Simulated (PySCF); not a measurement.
Consider F$_{2}$GeH$_{8}$Si$_{3}$.

```yaml
atoms:
  - { symbol: F, position_ang: [-0.8371, -1.9503, -0.0920] }
  - { symbol: Ge, position_ang: [-2.2289, -0.8569, 0.2459] }
  - { symbol: Si, position_ang: [-1.1008, 1.1583, 0.7357] }
  - { symbol: Si, position_ang: [1.1755, 0.6615, 0.6527] }
  - { symbol: F, position_ang: [1.8793, 2.1257, 0.8205] }
  - { symbol: Si, position_ang: [2.0392, -0.3576, -1.2492] }
  - { symbol: H, position_ang: [-3.0139, -1.1346, -1.0337] }
  - { symbol: H, position_ang: [-2.9310, -1.7381, 1.2763] }
  - { symbol: H, position_ang: [-1.5771, 2.1307, -0.2612] }
  - { symbol: H, position_ang: [-1.6763, 1.6410, 2.0011] }
  - { symbol: H, position_ang: [1.5798, 0.0602, 1.9315] }
  - { symbol: H, position_ang: [1.0777, -0.2583, -2.3527] }
  - { symbol: H, position_ang: [2.3333, -1.7661, -0.9956] }
  - { symbol: H, position_ang: [3.2795, 0.2841, -1.7013] }
```

Geometry: GFN2-xTB.

Theory: CAM-B3LYP/def2-SVPD, SCF density, gas phase in PySCF 2.14.0.

### What can the converged electron density and electron localisation function tell about the bonding?

Si–F (1.63 Å): ρ is about 0.98 e/Å³ halfway; the ELF peaks at about 0.85 in the valence shell of F, 0.6 Å from its nucleus, and is about 0.45 at the midpoint.
Ge–F (1.80 Å): ρ is about 0.77 e/Å³ halfway; the ELF peaks at about 0.80 in the valence shell of F, 0.5 Å from its nucleus, and is about 0.20 at the midpoint.
Si–Si (2.33 Å): ρ is about 0.67 e/Å³ halfway; the ELF peaks at about 1 between the atoms; a shared electron pair.
Si–Ge (2.36 Å): the density is about 0.63 e/Å³ at the midpoint; the ELF peaks at about 0.95 between the atoms (localised, covalent bonding).

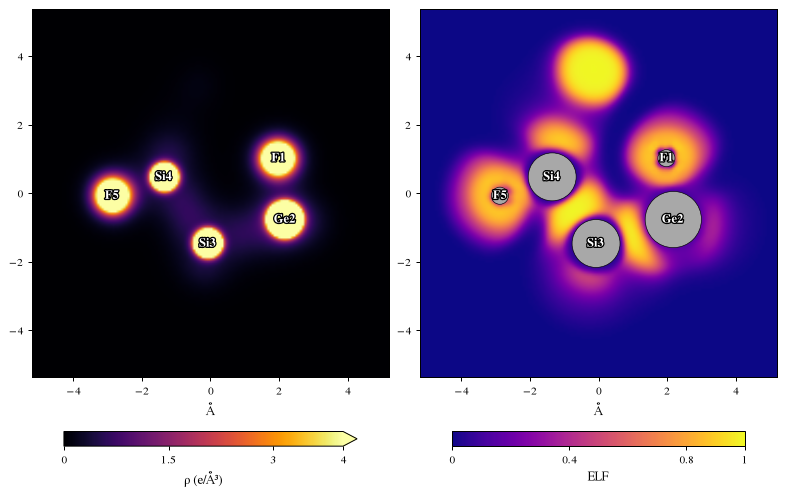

Computed electron density and electron localisation function on the plane of atoms F1, Ge2 and Si3, in this order. Grey discs cover the atomic cores in the ELF map. 
